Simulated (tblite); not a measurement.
Geometry relaxation of C₆H₈OSSi (part 4 of 4)

The same run, continued: C₆H₈OSSi; GFN2-xTB geometry optimisation, gas phase (tblite 0.8.0). It belongs to a series of runs on one base structure; here: constitutional isomer.

Geometry of the input (Å):
```
C  -3.5895  -0.0512  -0.1776
C  -2.3781  0.4409  -0.2464
C  -1.1675  -0.3494  0.0472
C  0.1017  0.2025  -0.0366
C  0.9504  -0.8635  0.3138
S  2.7235  -0.8708  0.4090
Si 3.3770  1.1270  -0.0928
C  0.1651  -1.9693  0.5650
O  -1.1002  -1.6201  0.3922
H  -4.4226  0.6182  -0.4001
H  -3.7733  -1.0968  0.0942
H  -2.2636  1.4735  -0.5092
H  0.3894  1.2044  -0.2732
H  3.2574  1.9523  1.1078
H  2.4713  1.6767  -1.1312
H  4.7338  1.1040  -0.6267
H  0.5183  -2.9665  0.8535
```

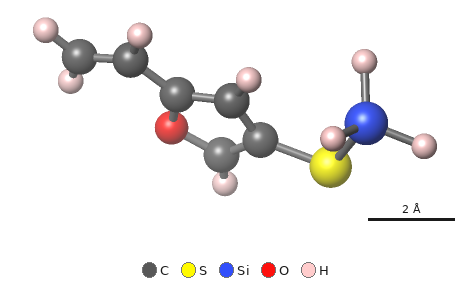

*The geometry at step 77 of the log (ball-and-stick view, seen at a tilt).*

**Trajectory as extended XYZ, continued**
```
17
Properties=species:S:1:pos:R:3:forces:R:3 step=76 energy=-706.33751
C    -3.5832   -0.1151   -0.0926   -0.0030  -0.0020  -0.0020
C    -2.3919    0.4715   -0.1586   -0.0230   0.0030  -0.0080
C    -1.1398   -0.2131    0.0397   -0.0030   0.0020   0.0120
C     0.1436    0.2742   -0.0191    0.0050   0.0010  -0.0030
C     0.9950   -0.8227    0.2534    0.0050  -0.0060   0.0030
S     2.7461   -0.8967    0.3350    0.0060   0.0040   0.0040
Si    3.3535    1.1118   -0.1400   -0.0060   0.0020  -0.0120
C     0.1687   -1.8941    0.4595   -0.0020  -0.0010   0.0040
O    -1.1164   -1.5328    0.3326    0.0040   0.0040  -0.0090
H    -4.4940    0.4351   -0.2488    0.0030   0.0010   0.0020
H    -3.6754   -1.1665    0.1193    0.0010   0.0030   0.0030
H    -2.2976    1.5267   -0.3737    0.0020   0.0000   0.0000
H     0.4332    1.2834   -0.2296    0.0040   0.0040  -0.0030
H     2.8030    2.0189    0.8600   -0.0090   0.0020   0.0140
H     2.8637    1.4416   -1.4739    0.0030  -0.0060   0.0020
H     4.7989    1.0055   -0.0697    0.0030  -0.0050  -0.0050
H     0.3854   -2.9157    0.6955    0.0080  -0.0050  -0.0020
17
Properties=species:S:1:pos:R:3:forces:R:3 step=77 energy=-706.33755
C    -3.5830   -0.1144   -0.0919    0.0000  -0.0020  -0.0050
C    -2.3917    0.4720   -0.1586   -0.0120   0.0010  -0.0040
C    -1.1396   -0.2128    0.0405   -0.0020   0.0030   0.0020
C     0.1441    0.2741   -0.0189    0.0010   0.0020   0.0030
C     0.9954   -0.8230    0.2536    0.0030  -0.0020  -0.0010
S     2.7466   -0.8968    0.3349    0.0040   0.0020   0.0050
Si    3.3525    1.1120   -0.1404   -0.0040  -0.0030  -0.0070
C     0.1690   -1.8943    0.4592    0.0000  -0.0010   0.0010
O    -1.1161   -1.5328    0.3320    0.0030   0.0050  -0.0040
H    -4.4939    0.4354   -0.2492    0.0040   0.0000   0.0040
H    -3.6747   -1.1658    0.1205   -0.0020   0.0040   0.0040
H    -2.2968    1.5271   -0.3743    0.0000  -0.0020   0.0000
H     0.4338    1.2836   -0.2286    0.0020   0.0000  -0.0030
H     2.7991    2.0178    0.8592   -0.0080   0.0040   0.0130
H     2.8641    1.4390   -1.4752    0.0020  -0.0020  -0.0020
H     4.7979    1.0069   -0.0678    0.0030  -0.0040  -0.0050
H     0.3862   -2.9161    0.6941    0.0050  -0.0040  -0.0010
17
Properties=species:S:1:pos:R:3:forces:R:3 step=79 energy=-706.33759
C    -3.5829   -0.1141   -0.0922    0.0020   0.0010  -0.0050
C    -2.3916    0.4721   -0.1593    0.0080  -0.0020   0.0000
C    -1.1392   -0.2124    0.0413    0.0020   0.0000  -0.0050
C     0.1447    0.2740   -0.0182   -0.0010   0.0010   0.0050
C     0.9960   -0.8234    0.2541   -0.0010   0.0030  -0.0020
S     2.7474   -0.8969    0.3345   -0.0020   0.0000   0.0060
Si    3.3511    1.1125   -0.1406   -0.0010  -0.0030   0.0050
C     0.1693   -1.8947    0.4595    0.0020   0.0010  -0.0020
O    -1.1156   -1.5327    0.3320    0.0000   0.0000   0.0020
H    -4.4931    0.4362   -0.2508   -0.0020  -0.0020   0.0030
H    -3.6744   -1.1651    0.1220   -0.0040   0.0020   0.0030
H    -2.2959    1.5269   -0.3762   -0.0020  -0.0010   0.0000
H     0.4345    1.2836   -0.2276    0.0020  -0.0030  -0.0020
H     2.7986    2.0168    0.8614   -0.0050   0.0000   0.0050
H     2.8609    1.4390   -1.4746   -0.0010   0.0010  -0.0060
H     4.7966    1.0070   -0.0701    0.0030  -0.0010  -0.0050
H     0.3865   -2.9167    0.6938    0.0020   0.0020  -0.0020
```

**Summary**

- outcome: converged
- total energy: −706.3376 eV
- hardware: 1 CPU thread, shared host
- wall time: 1.1 s
- peak memory: 0.18 GiB
